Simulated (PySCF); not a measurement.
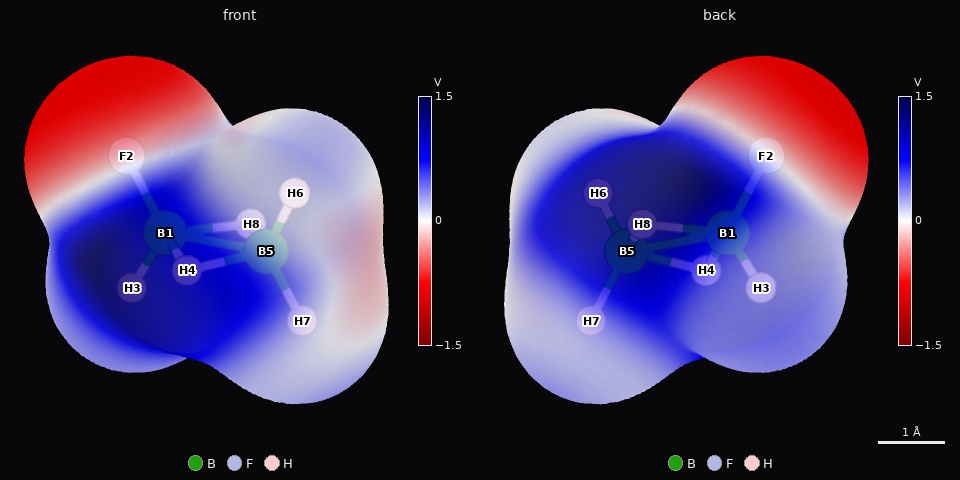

Figure 1: B$_{2}$FH$_{5}$ (diborane mono F). The molecular electrostatic potential painted on the density surface at 0.002 e/bohr³, seen from the front and from behind; the colour scale runs from red (negative) to blue (positive).

Geometry: PBE0-D3(BJ)/def2-SVP.

Theory: PySCF 2.14.0, PBE0/pcSseg-1, SCF density, gas phase, non-relativistic.

```yaml
atoms:
  - { symbol: B, position_ang: [-0.1509, 0.8215, -0.2856] }
  - { symbol: F, position_ang: [-0.3098, 1.0166, -1.5956] }
  - { symbol: H, position_ang: [-0.2162, 1.7572, 0.4732] }
  - { symbol: H, position_ang: [0.9945, 0.1218, -0.0048] }
  - { symbol: B, position_ang: [0.1522, -0.8268, 0.2916] }
  - { symbol: H, position_ang: [0.2026, -1.6988, -0.5351] }
  - { symbol: H, position_ang: [0.2957, -1.0198, 1.4701] }
  - { symbol: H, position_ang: [-0.9682, -0.1717, 0.1862] }
```

Which sites attract a positive test charge, and which a negative one?

A positive charge is drawn to the negative regions and a negative charge to the positive ones. The most negative region (about −0.8 V) lies over F2, the most positive (about +1.4 V) over B1.

What dipole moment does the calculation give?

Its dipole moment is 0.89 D.
